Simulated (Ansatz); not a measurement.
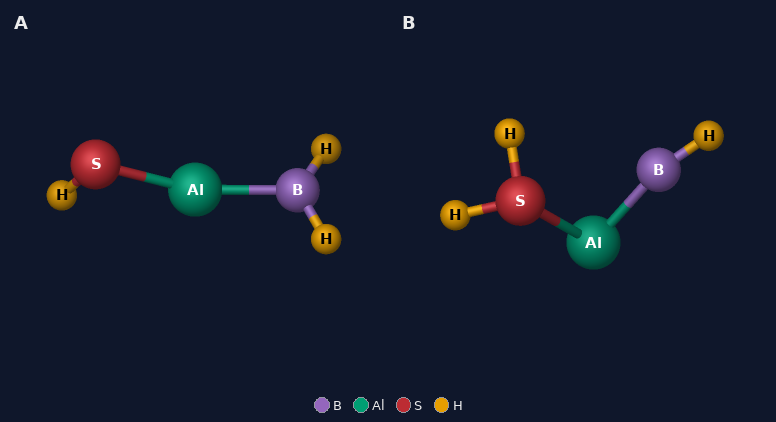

2 stationary structures of one formula. The species is neutral and a spin doublet. Geometries: PBE0-D4/def2-TZVP. Electronic energies: UHF-CCSD(T) (frozen core)/def2-TZVPP (Ansatz 0.2.0), without zero-point energy. No frequency run is at hand to confirm each as a minimum.

### Rank them by energy, lowest first.

A is lowest (Cs); B lies 258.3 kJ/mol above it (C1).

The determinant isn't a pure spin state (⟨S²⟩ up to 1.08).
